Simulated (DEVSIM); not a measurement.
Structure: Al0.25Ga0.75As/GaAs p-n heterojunction, at 350 K.

| layer (left to right) | material | thickness (μm) | Nd (cm⁻³) | Na (cm⁻³) | τn (s) | τp (s) |
|---|---|---|---|---|---|---|
| 1 | Al0.25Ga0.75As | 0.510 | - | 5.2e17 | 1.2e-9 | 1.2e-9 |
| 2 | GaAs | 3.40 | 2e16 | - | 1.2e-9 | 1.2e-9 |

Left contact: ohmic. Right contact: ohmic. Voltage is applied to the left contact. Recombination: SRH at mid-gap, radiative. Mobility is constant in doping.

The device is made up for the run: typed textbook-type constants, with dimensions and the other settings drawn at random. Values at 300 K; Nc and Nv go as T^1.5, mobilities as T to minus their exponent, the gap by Varshni's rule with the affinity fixed.

```tsv
parameter	Al0.25Ga0.75As	GaAs
gap (eV)	1.7357	1.424
affinity (eV)	3.8725	4.07
permittivity	12.19	12.9
Nc (cm⁻³)	6.5e17	4.7e17
Nv (cm⁻³)	9e18	9e18
μn (cm²/Vs)	4375	8500
μp (cm²/Vs)	221	400
T exponent of μn	2.1	2.1
T exponent of μp	2.2	2.2
B (cm³/s)	2e-10	2e-10
Varshni α (eV/K)	0.000541	0.000541
Varshni β (K)	204	204
```

Model (solved in DEVSIM): 1D drift-diffusion, Boltzmann statistics, complete ionisation; no tunnelling, impact ionisation, image-force lowering or self-heating. Band offsets follow the typed affinities; no thermionic-emission limit at abrupt steps, no polarisation charge.

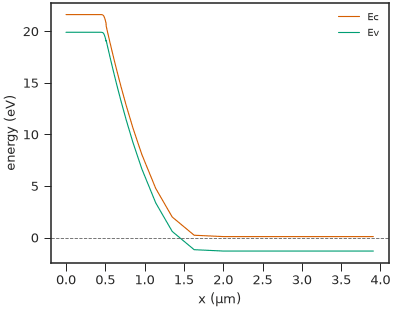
Figure. Band edges at -20.0 V on the left contact

Energies count from the Fermi level of the right contact; mesh points crowd at the junctions.

```csv
x (μm),Ec (eV),Ev (eV),n (cm⁻³),p (cm⁻³),field (V/cm)
0.000,21.620,19.907,< 1e2,5.2e17,≈ 0
0.006454,21.620,19.907,< 1e2,5.2e17,≈ 0
0.02249,21.620,19.907,< 1e2,5.2e17,≈ 0
0.05859,21.620,19.907,< 1e2,5.2e17,≈ 0
0.1899,21.620,19.907,< 1e2,5.2e17,≈ 0
0.3665,21.620,19.907,< 1e2,5.2e17,≈ 0
0.4509,21.617,19.904,< 1e2,4.8e17,-4200
0.4940,21.231,19.519,< 1e2,1.3e12,-240000
0.5062,20.886,19.174,< 1e2,1.5e7,-330000
0.5113,20.515,19.114,< 1e2,3600000,-340000
0.5196,20.235,18.834,< 1e2,93000,-340000
0.5522,19.155,17.754,190,92000,-330000
0.6158,17.136,15.735,500,91000,-310000
0.7652,12.834,11.433,1400,88000,-270000
1.352,2.001,0.600,13000,55000,-100000
2.406,0.102,-1.299,2.0e16,< 1e2,≈ 0
3.273,0.102,-1.299,2.0e16,< 1e2,≈ 0
3.653,0.102,-1.299,2.0e16,< 1e2,≈ 0
3.831,0.102,-1.299,2.0e16,< 1e2,≈ 0
3.879,0.102,-1.299,2.0e16,< 1e2,≈ 0
3.900,0.102,-1.299,2.0e16,< 1e2,≈ 0
3.910,0.102,-1.299,2.0e16,< 1e2,≈ 0
```
